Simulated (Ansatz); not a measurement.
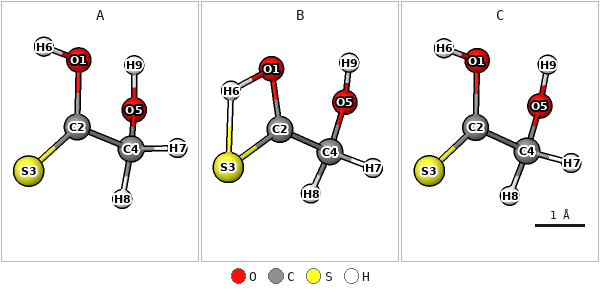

3 geometries from a converged minimum-energy path of C2H4O2S, shuffled. The picture is a ball-and-stick view, seen from a free direction.

Computed with Ansatz 0.2.0, RHF/STO-3G. Set-up: 5 movable images; climbing image; force threshold 0.05 eV/Å; iteration limit 60; starting path through a guess of the saddle point.

Question: One of them is the converged climbing image. Which?

Answer: B. In order along the path, whose images run from 0 to 6: B (image 3, +2.60 eV), C (image 5, +0.55 eV), A (image 6, +0.53 eV). A hydrogen atom shifts from one atom to another. Breaking: S3–H6 (1.33 → 1.59 at the top → 2.60 Å). Forming: O1–H6 (2.60 → 1.27 at the top → 0.99 Å).

Limits of the set-up: Hartree-Fock leaves out electron correlation; STO-3G is a minimal basis, so the numbers are rough.

Cost: 39 s on 1 thread of Arm Neoverse V1 (shared host), peak memory 0.087 GiB.
